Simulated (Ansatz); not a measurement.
Base system: Ti3Al (space group P6_3/mmc, No. 194; a = 5.7471 Å, c = 4.6315 Å).

Structures relaxed with r2SCAN/PAW in Ansatz (a first-principles code), without spin-orbit coupling.

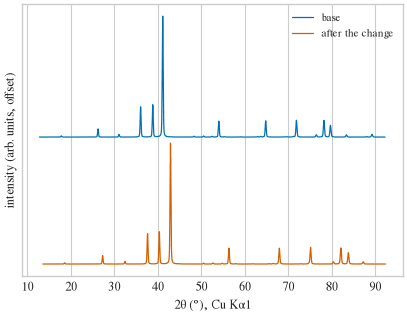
Fig. 1. Simulated powder patterns before (top) and after one change

Task: Which of these changes matches the shifts?
(A) pressure 18 GPa
(B) pressure 4.2 GPa
(C) pressure −2 GPa
(D) pressure 60 GPa

Result: A, pressure 18 GPa. Its volume per atom is 14.69 Å³ against 16.56 Å³, and its space group is P6_3/mmc (No. 194).

Load acts through the strain it causes; cell and atoms are relaxed under it. No phonon test of stability was made. No other phases were tried under pressure. The final runs are not spin-polarised.
